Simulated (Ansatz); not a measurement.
## Geometry relaxation of TiSi₁₆ (part 2 of 2)

TiSi₁₆ (defect cell, 17 atoms in the cell); DFT PBE-D3(BJ), scalar-relativistic, plane waves, PAW, PAW set soft_1, no spin polarisation (Ansatz 0.2.0); cutoff 420 eV, 2×2×2 k-mesh, Fermi–Dirac smearing of 0.02 eV. It belongs to a series of runs on one base structure; here: end point B relaxed.

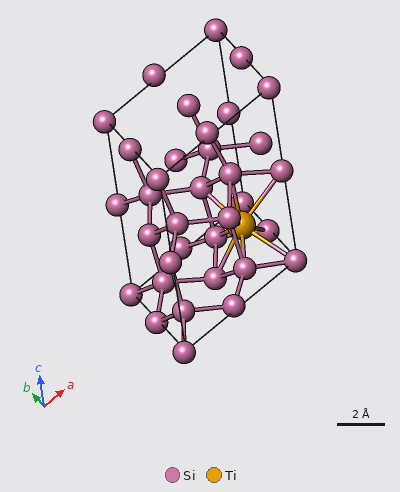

**Figure 1.** The geometry at step 7 of the log (ball-and-stick view of the cell of the calculation, seen slightly off an axis).

Trajectory as extended XYZ (Å, eV, eV/Å), 12 frames, from step=1 to step=12
```
17
Lattice="0.0000 5.4300 5.4300 5.4300 0.0000 5.4300 5.4300 5.4300 0.0000" Properties=species:S:1:pos:R:3:forces:R:3 step=1 energy=-12672.82985
Si    0.0000    0.0000    0.0000   -0.0447   0.1329   0.1319
Si    1.3575    1.3575    1.3575    0.1211  -0.1052  -0.1122
Si    2.7150    2.7150    0.0000   -0.1187   0.0376   0.1212
Si    4.0725    4.0725    1.3575    0.1673  -0.1627  -0.0266
Si    2.7150    0.0000    2.7150   -0.1227   0.1264   0.0396
Si    4.0725    1.3575    4.0725    0.1747  -0.0330  -0.1724
Si    5.4300    2.7150    2.7150   -0.1046   0.1126   0.1087
Si    6.7875    4.0725    4.0725    0.0214  -0.1555  -0.1578
Si    0.0000    2.7150    2.7150    0.0127  -0.0223  -0.0194
Si    1.3575    4.0725    4.0725   -3.5485  -1.0089  -1.0269
Si    2.7150    5.4300    2.7150   -0.7193   0.7261  -2.8672
Si    4.0725    6.7875    4.0725    0.7757   2.8881  -0.7733
Si    2.7150    2.7150    5.4300   -0.8024  -3.1474   0.8139
Si    4.0725    4.0725    6.7875    0.8894  -0.8691   3.1762
Si    5.4300    5.4300    5.4300    2.5406   0.6226   0.6273
Si    6.7875    6.7875    6.7875   -0.0100   0.0045   0.0089
Ti    3.3236    4.7766    4.7968    0.7679   0.8534   0.1283
17
Lattice="0.0000 5.4300 5.4300 5.4300 0.0000 5.4300 5.4300 5.4300 0.0000" Properties=species:S:1:pos:R:3:forces:R:3 step=2 energy=-12674.08209
Si   -0.0130   -0.0055   -0.0058    0.1155  -0.1005  -0.1013
Si    1.4107    1.3069    1.3057    0.0911  -0.0898  -0.0904
Si    2.7223    2.7294   -0.0070    0.0945  -0.1048  -0.0953
Si    4.0687    4.0775    1.3501   -0.0631   0.0644   0.0934
Si    2.7217   -0.0061    2.7290    0.0969  -0.0969  -0.1091
Si    4.0695    1.3500    4.0762   -0.0650   0.0978   0.0664
Si    5.3858    2.7614    2.7604   -0.0715   0.0703   0.0710
Si    6.7945    4.0786    4.0782   -0.0893   0.0626   0.0628
Si    0.0615    2.6484    2.6507   -0.0637   0.0627   0.0639
Si    1.2686    4.0322    4.0330   -1.2834  -0.3237  -0.3229
Si    2.6766    5.4654    2.6408   -0.2494   0.2452  -1.0467
Si    4.1088    6.8712    4.0343    0.2550   1.0706  -0.2558
Si    2.6770    2.6390    5.4668   -0.2745  -1.1477   0.2721
Si    4.1095    4.0328    6.8741    0.2833  -0.2851   1.1610
Si    5.5005    5.4656    5.4673    0.9403   0.2197   0.2213
Si    6.7287    6.8427    6.8443    0.0912  -0.0906  -0.0922
Ti    3.3322    4.7869    4.7986    0.1921   0.3460   0.1019
17
Lattice="0.0000 5.4300 5.4300 5.4300 0.0000 5.4300 5.4300 5.4300 0.0000" Properties=species:S:1:pos:R:3:forces:R:3 step=3 energy=-12674.34059
Si   -0.0118   -0.0322   -0.0327    0.0765  -0.0505  -0.0492
Si    1.4670    1.2513    1.2498    0.0646  -0.0633  -0.0634
Si    2.7491    2.7302   -0.0337    0.0476  -0.0740  -0.0483
Si    4.0464    4.1007    1.3537   -0.0191   0.0169   0.0640
Si    2.7485   -0.0325    2.7290    0.0478  -0.0498  -0.0754
Si    4.0472    1.3538    4.0992   -0.0202   0.0649   0.0186
Si    5.3422    2.8052    2.8042   -0.0622   0.0625   0.0620
Si    6.7908    4.1019    4.1011   -0.0624   0.0160   0.0166
Si    0.1139    2.5946    2.5975    0.0683  -0.0655  -0.0677
Si    1.2113    3.9978    4.0000   -0.0787  -0.0236  -0.0211
Si    2.6429    5.4967    2.5989    0.0585  -0.0590  -0.0367
Si    4.1415    6.9264    4.0002   -0.0045   0.0326   0.0024
Si    2.6436    2.5950    5.4987    0.0536  -0.0514  -0.0540
Si    4.1415    3.9980    6.9301    0.0056  -0.0101   0.0522
Si    5.5407    5.4978    5.5005    0.0171  -0.0657  -0.0656
Si    6.6868    6.8829    6.8853   -0.0460   0.0473   0.0478
Ti    3.3222    4.8089    4.8151   -0.1466   0.2729   0.2178
17
Lattice="0.0000 5.4300 5.4300 5.4300 0.0000 5.4300 5.4300 5.4300 0.0000" Properties=species:S:1:pos:R:3:forces:R:3 step=4 energy=-12674.45344
Si   -0.0086   -0.0555   -0.0557   -0.0286  -0.0002   0.0001
Si    1.5138    1.2035    1.2025    0.0932  -0.0979  -0.0957
Si    2.7706    2.7271   -0.0556    0.0017   0.0246  -0.0012
Si    4.0323    4.1144    1.3579    0.0421  -0.0437  -0.0394
Si    2.7705   -0.0552    2.7259    0.0010  -0.0008   0.0263
Si    4.0327    1.3579    4.1134    0.0418  -0.0413  -0.0430
Si    5.3144    2.8321    2.8315   -0.0507   0.0496   0.0501
Si    6.7864    4.1152    4.1146    0.0374  -0.0441  -0.0437
Si    0.1581    2.5489    2.5523    0.0590  -0.0595  -0.0596
Si    1.1957    3.9741    3.9764    0.1694  -0.1335  -0.1316
Si    2.6304    5.5092    2.6022    0.0757  -0.0780   0.0525
Si    4.1637    6.9417    3.9781    0.1417  -0.1341  -0.1436
Si    2.6309    2.5988    5.5113    0.0770   0.0645  -0.0785
Si    4.1643    3.9752    6.9454    0.1363  -0.1401  -0.1496
Si    5.5379    5.5103    5.5128   -0.0380  -0.0765  -0.0757
Si    6.6641    6.9058    6.9082   -0.0620   0.0641   0.0636
Ti    3.2664    4.8731    4.8755   -0.6967   0.6466   0.6687
17
Lattice="0.0000 5.4300 5.4300 5.4300 0.0000 5.4300 5.4300 5.4300 0.0000" Properties=species:S:1:pos:R:3:forces:R:3 step=5 energy=-12674.80120
Si   -0.0089   -0.0778   -0.0778   -0.1298  -0.0019  -0.0017
Si    1.5631    1.1535    1.1528   -0.0071   0.0119   0.0103
Si    2.7922    2.7270   -0.0774    0.0010   0.1214  -0.0006
Si    4.0250    4.1212    1.3590    0.0907  -0.0920  -0.0632
Si    2.7922   -0.0774    2.7259    0.0013  -0.0011   0.1250
Si    4.0252    1.3587    4.1206    0.0913  -0.0648  -0.0924
Si    5.3006    2.8450    2.8448    0.0822  -0.0826  -0.0824
Si    6.7850    4.1219    4.1215    0.0623  -0.0916  -0.0913
Si    0.2043    2.5034    2.5064    0.1415  -0.1450  -0.1441
Si    1.1818    3.9472    3.9496    0.3950  -0.1060  -0.1038
Si    2.6224    5.5172    2.6114    0.2265  -0.2292   0.1963
Si    4.1908    6.9567    3.9509    0.1201  -0.3542  -0.1223
Si    2.6229    2.6081    5.5193    0.2285   0.2135  -0.2303
Si    4.1912    3.9481    6.9599    0.1120  -0.1163  -0.3719
Si    5.5290    5.5182    5.5208   -0.1767  -0.2277  -0.2267
Si    6.6545    6.9156    6.9179   -0.2011   0.2065   0.2050
Ti    3.1523    4.9899    4.9911   -1.0375   0.9590   0.9940
17
Lattice="0.0000 5.4300 5.4300 5.4300 0.0000 5.4300 5.4300 5.4300 0.0000" Properties=species:S:1:pos:R:3:forces:R:3 step=6 energy=-12675.20097
Si   -0.0113   -0.0810   -0.0808   -0.0945  -0.0832  -0.0832
Si    1.5478    1.1685    1.1679   -0.1469   0.1499   0.1490
Si    2.7954    2.7284   -0.0807    0.0825   0.0864  -0.0818
Si    4.0395    4.1061    1.3537    0.0536  -0.0558   0.0089
Si    2.7952   -0.0807    2.7278    0.0831  -0.0824   0.0896
Si    4.0397    1.3533    4.1057    0.0543   0.0075  -0.0557
Si    5.3228    2.8225    2.8224    0.1207  -0.1211  -0.1210
Si    6.7904    4.1066    4.1065   -0.0100  -0.0553  -0.0545
Si    0.2052    2.5032    2.5059    0.1054  -0.1034  -0.1045
Si    1.1924    3.9407    3.9431    0.5489  -0.0043  -0.0023
Si    2.6405    5.4992    2.6210    0.2470  -0.2503   0.2158
Si    4.1980    6.9469    3.9437    0.0144  -0.5205  -0.0161
Si    2.6410    2.6179    5.5013    0.2485   0.2309  -0.2506
Si    4.1981    3.9412    6.9497    0.0080  -0.0117  -0.5330
Si    5.5197    5.5001    5.5025   -0.1982  -0.2489  -0.2478
Si    6.6721    6.8982    6.9004   -0.1567   0.1590   0.1585
Ti    3.0370    5.1056    5.1065   -0.9602   0.9030   0.9286
17
Lattice="0.0000 5.4300 5.4300 5.4300 0.0000 5.4300 5.4300 5.4300 0.0000" Properties=species:S:1:pos:R:3:forces:R:3 step=7 energy=-12675.61011
Si   -0.0134   -0.0907   -0.0905   -0.0741  -0.0836  -0.0835
Si    1.5221    1.1942    1.1937   -0.3229   0.3186   0.3204
Si    2.8052    2.7295   -0.0906    0.0848   0.0676  -0.0848
Si    4.0506    4.0945    1.3508    0.0489  -0.0507  -0.0110
Si    2.8050   -0.0905    2.7292    0.0845  -0.0846   0.0700
Si    4.0509    1.3504    4.0943    0.0478  -0.0111  -0.0490
Si    5.3397    2.8054    2.8055    0.0358  -0.0376  -0.0368
Si    6.7934    4.0950    4.0951    0.0112  -0.0520  -0.0513
Si    0.1995    2.5096    2.5120   -0.0217   0.0282   0.0255
Si    1.2348    3.9364    3.9389    0.7632   0.1104   0.1111
Si    2.6599    5.4797    2.6339    0.1081  -0.1067   0.0917
Si    4.2029    6.9051    3.9388   -0.1044  -0.7504   0.1043
Si    2.6602    2.6313    5.4819    0.1097   0.0995  -0.1094
Si    4.2026    3.9366    6.9076   -0.1078   0.1070  -0.7561
Si    5.5074    5.4804    5.4829   -0.0821  -0.1047  -0.1057
Si    6.6791    6.8914    6.8935    0.0791  -0.0799  -0.0796
Ti    2.9238    5.2185    5.2196   -0.6602   0.6302   0.6444
17
Lattice="0.0000 5.4300 5.4300 5.4300 0.0000 5.4300 5.4300 5.4300 0.0000" Properties=species:S:1:pos:R:3:forces:R:3 step=8 energy=-12675.93080
Si   -0.0126   -0.0997   -0.0994    0.0433  -0.0195  -0.0185
Si    1.4686    1.2470    1.2467   -0.3193   0.3193   0.3193
Si    2.8145    2.7272   -0.0999    0.0191  -0.0427  -0.0201
Si    4.0643    4.0802    1.3425    0.0409  -0.0474  -0.0459
Si    2.8141   -0.0998    2.7276    0.0185  -0.0205  -0.0431
Si    4.0645    1.3419    4.0804    0.0401  -0.0441  -0.0440
Si    5.3556    2.7891    2.7894    0.0057  -0.0069  -0.0065
Si    6.8016    4.0807    4.0810    0.0487  -0.0482  -0.0457
Si    0.1679    2.5422    2.5442   -0.2363   0.2454   0.2418
Si    1.3220    3.9430    3.9454    0.2121   0.0953   0.0964
Si    2.6779    5.4619    2.6340    0.0333  -0.0310   0.0556
Si    4.1973    6.8182    3.9445   -0.0954  -0.2046   0.0944
Si    2.6782    2.6315    5.4640    0.0344   0.0610  -0.0336
Si    4.1967    3.9427    6.8206   -0.0962   0.0940  -0.2077
Si    5.5077    5.4624    5.4648   -0.0493  -0.0295  -0.0310
Si    6.6940    6.8766    6.8787    0.1349  -0.1341  -0.1345
Ti    2.8114    5.3314    5.3323    0.1652  -0.1868  -0.1769
17
Lattice="0.0000 5.4300 5.4300 5.4300 0.0000 5.4300 5.4300 5.4300 0.0000" Properties=species:S:1:pos:R:3:forces:R:3 step=9 energy=-12676.05107
Si   -0.0072   -0.0009   -0.0052    0.1082  -0.0518  -0.0472
Si    1.4076    1.3768    1.3636    0.0247  -0.0141  -0.0121
Si    2.8063    2.7194   -0.0690   -0.0525  -0.1279   0.0425
Si    4.1133    4.0434    1.3450    0.0167  -0.0276  -0.0067
Si    2.7939   -0.0527    2.7204   -0.0385   0.0242  -0.1250
Si    4.1056    1.3523    4.0493    0.0201  -0.0100  -0.0298
Si    5.4368    2.6955    2.6985    0.0096  -0.0255  -0.0227
Si    6.8372    4.0089    4.0076   -0.0181  -0.0091  -0.0082
Si    0.0619    2.6638    2.6624    0.0083  -0.0066  -0.0066
Si    1.3073    4.0048    4.0108    0.0111   0.0384   0.0392
Si    2.7055    5.3949    2.6329    0.0477   0.0215   0.0957
Si    4.1701    6.7665    3.9553   -0.0495  -0.0040   0.0353
Si    2.6986    2.6318    5.4102    0.0530   0.0823   0.0066
Si    4.1589    3.9597    6.7808   -0.0484   0.0342  -0.0095
Si    5.5137    5.3656    5.3747   -0.1404   0.0463   0.0367
Si    6.7499    6.7636    6.7759    0.0465   0.0238   0.0087
Ti    2.7641    5.3833    5.3835    0.0015   0.0059   0.0032
17
Lattice="0.0000 5.4300 5.4300 5.4300 0.0000 5.4300 5.4300 5.4300 0.0000" Properties=species:S:1:pos:R:3:forces:R:3 step=10 energy=-12676.06303
Si    0.0073   -0.0457   -0.0429   -0.1028   0.0078   0.0095
Si    1.3565    1.3542    1.3554   -0.0154   0.0036   0.0079
Si    2.7525    2.7065   -0.0447   -0.0041   0.0951  -0.0211
Si    4.1180    4.0208    1.3319    0.0085   0.0039   0.0259
Si    2.7522   -0.0472    2.7072   -0.0079  -0.0185   0.0935
Si    4.1188    1.3279    4.0217    0.0074   0.0260   0.0050
Si    5.4536    2.6822    2.6846    0.0086   0.0111   0.0062
Si    6.7999    4.0239    4.0254   -0.0096  -0.0023  -0.0016
Si    0.0541    2.6695    2.6686   -0.0152   0.0104   0.0100
Si    1.3503    3.9880    3.9906    0.0096  -0.0163  -0.0172
Si    2.7503    5.4011    2.6479    0.0066  -0.0266  -0.0881
Si    4.1542    6.8023    3.9842    0.0136   0.0138  -0.0011
Si    2.7505    2.6445    5.4001    0.0085  -0.0793  -0.0263
Si    4.1531    3.9826    6.8008    0.0156  -0.0023   0.0130
Si    5.4898    5.4032    5.4027    0.1029  -0.0252  -0.0234
Si    6.8045    6.7760    6.7757   -0.0400  -0.0144  -0.0005
Ti    2.7580    5.3868    5.3876    0.0137   0.0132   0.0083
17
Lattice="0.0000 5.4300 5.4300 5.4300 0.0000 5.4300 5.4300 5.4300 0.0000" Properties=species:S:1:pos:R:3:forces:R:3 step=11 energy=-12676.06551
Si   -0.0008   -0.0396   -0.0376    0.0031  -0.0005  -0.0012
Si    1.3571    1.3582    1.3587   -0.0090   0.0091   0.0099
Si    2.7552    2.7146   -0.0449   -0.0006  -0.0063   0.0025
Si    4.1211    4.0207    1.3362   -0.0085   0.0080  -0.0061
Si    2.7538   -0.0454    2.7153    0.0000   0.0023  -0.0048
Si    4.1205    1.3338    4.0226   -0.0087  -0.0054   0.0080
Si    5.4571    2.6795    2.6818   -0.0039  -0.0066  -0.0043
Si    6.8035    4.0181    4.0193    0.0085   0.0075   0.0072
Si    0.0515    2.6741    2.6727    0.0033  -0.0013  -0.0019
Si    1.3495    3.9917    3.9943    0.0011  -0.0055  -0.0055
Si    2.7489    5.3985    2.6407    0.0044  -0.0026   0.0120
Si    4.1541    6.8005    3.9840    0.0032  -0.0028  -0.0040
Si    2.7475    2.6380    5.4000    0.0042   0.0114  -0.0027
Si    4.1521    3.9834    6.8000    0.0034  -0.0042  -0.0018
Si    5.4972    5.3929    5.3931   -0.0171  -0.0026  -0.0031
Si    6.7976    6.7676    6.7703    0.0148  -0.0004  -0.0036
Ti    2.7579    5.3900    5.3902    0.0018  -0.0001  -0.0007
17
Lattice="0.0000 5.4300 5.4300 5.4300 0.0000 5.4300 5.4300 5.4300 0.0000" Properties=species:S:1:pos:R:3:forces:R:3 step=12 energy=-12676.06551
Si   -0.0008   -0.0396   -0.0376    0.0031  -0.0005  -0.0012
Si    1.3571    1.3582    1.3587   -0.0090   0.0091   0.0099
Si    2.7552    2.7146   -0.0449   -0.0006  -0.0063   0.0025
Si    4.1211    4.0207    1.3362   -0.0085   0.0080  -0.0061
Si    2.7538   -0.0454    2.7153    0.0000   0.0023  -0.0048
Si    4.1205    1.3338    4.0226   -0.0087  -0.0054   0.0080
Si    5.4571    2.6795    2.6818   -0.0039  -0.0066  -0.0043
Si    6.8035    4.0181    4.0193    0.0085   0.0075   0.0072
Si    0.0515    2.6741    2.6727    0.0033  -0.0013  -0.0019
Si    1.3495    3.9917    3.9943    0.0010  -0.0055  -0.0055
Si    2.7489    5.3985    2.6407    0.0044  -0.0026   0.0120
Si    4.1541    6.8005    3.9840    0.0032  -0.0028  -0.0040
Si    2.7475    2.6380    5.4000    0.0042   0.0114  -0.0027
Si    4.1521    3.9834    6.8000    0.0034  -0.0042  -0.0018
Si    5.4972    5.3929    5.3931   -0.0171  -0.0027  -0.0031
Si    6.7976    6.7676    6.7703    0.0148  -0.0004  -0.0036
Ti    2.7579    5.3900    5.3902    0.0018  -0.0001  -0.0007
```

The run was set up as follows.

The input
```yaml
crystal:
  lattice:
    - [0.0, 5.43, 5.43]
    - [5.43, 0.0, 5.43]
    - [5.43, 5.43, 0.0]
  atoms:
    - { symbol: Si, position: [0.0, 0.0, 0.0] }
    - { symbol: Si, position: [0.125, 0.125, 0.125] }
    - { symbol: Si, position: [0.0, 0.0, 0.5] }
    - { symbol: Si, position: [0.125, 0.125, 0.625] }
    - { symbol: Si, position: [0.0, 0.5, 0.0] }
    - { symbol: Si, position: [0.125, 0.625, 0.125] }
    - { symbol: Si, position: [0.0, 0.5, 0.5] }
    - { symbol: Si, position: [0.125, 0.625, 0.625] }
    - { symbol: Si, position: [0.5, 0.0, 0.0] }
    - { symbol: Si, position: [0.625, 0.125, 0.125] }
    - { symbol: Si, position: [0.5, 0.0, 0.5] }
    - { symbol: Si, position: [0.625, 0.125, 0.625] }
    - { symbol: Si, position: [0.5, 0.5, 0.0] }
    - { symbol: Si, position: [0.625, 0.625, 0.125] }
    - { symbol: Si, position: [0.5, 0.5, 0.5] }
    - { symbol: Si, position: [0.625, 0.625, 0.625] }
    - { symbol: Ti, position: [0.57548645, 0.30789315, 0.30418005] }
basis:
  ecutwfc: 420.0
kpoints:
  mp_grid: { grid: [2, 2, 2] }
hamiltonian:
  xc: pbe
  dispersion: d3bj
  pseudopotentials: { kind: paw, azcp: { folder: soft_1 } }
scf:
  occupations: { method: fermi_dirac, width: 0.02 }
  lower_state_search: "off"
relax:
  f_tol: 0.03
  max_steps: 60
  adjacent_minimum: "off"
```

Command:
```bash
ansatz run input.yaml --threads 1 --pin off --max-ram 3072MiB --backend cpu --events-out ev --progress --plain --runs-dir out
```

Summary

```json
{"quantity": "outcome", "value": "converged"}
{"quantity": "electrons treated", "value": "76"}
{"quantity": "free energy", "value": "−12676.0655 eV"}
{"quantity": "Fermi energy", "value": "7.591 eV"}
{"quantity": "final volume", "value": "320.21 Å³"}
{"quantity": "largest force (length of the vector) at the end", "value": "0.018 eV/Å"}
{"quantity": "hardware", "value": "1 thread of Arm Neoverse V2, 24 GiB of memory available, shared host"}
{"quantity": "wall time", "value": "72 s"}
{"quantity": "peak memory", "value": "0.54 GiB"}
```

The k-point mesh is coarse for a cell of this size, so the results may not be converged.
